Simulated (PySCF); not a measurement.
CH$_{7}$FSi, SMILES `C.[SiH3]F`.

Computed with PySCF, r2SCAN/def2-SVPD, geometry: GFN2-xTB.

Cartesian coordinates (Å):

```
C1      -2.8014    0.0739    0.0002
H2      -2.7204    0.9178    0.6728
H3      -3.6979   -0.4866    0.2312
H4      -1.9363   -0.5656    0.1155
H5      -2.8531    0.4299   -1.0204
Si6      1.1857    0.4729   -0.0002
F7       0.8465   -1.0980   -0.0000
H8       0.5801    0.9883    1.2170
H9       0.5799    0.9897   -1.2163
H10      2.6383    0.5452    0.0013
```

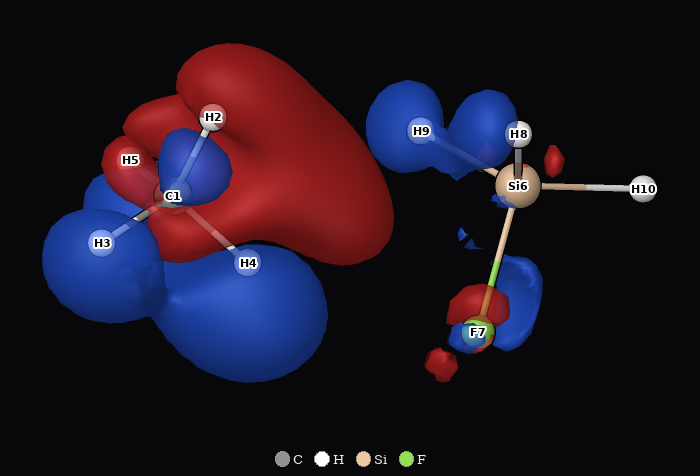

Density of the complex less the densities of the two fragments at the same geometry, ±0.0005 e/Å³ (red: gain, blue: loss). Fragment A: H4C (atoms 1–5); fragment B: SiH3F.

Q: How is the density rearranged on binding?

A: Hirshfeld charges show almost no net transfer (under 0.005 e). 0.01 e is displaced in all, which induces a dipole of 0.07 D.

Q: What is the interaction energy, and which contacts carry it?

A: The counterpoise-corrected interaction energy of the frozen fragments is −0.6 kcal/mol without dispersion correction and −0.9 kcal/mol with D3(BJ). The pair geometry is semi-empirical, not a minimum at this level. Contacts: H4···F7, weak C–H hydrogen bond, 2.84 Å, ρ = 0.004 a.u. The pose is a local one from a semi-empirical search, not shown to be the most stable.

The PySCF run took 62 s on 1 thread of Arm Neoverse V1 (shared host), peak memory 0.52 GiB.
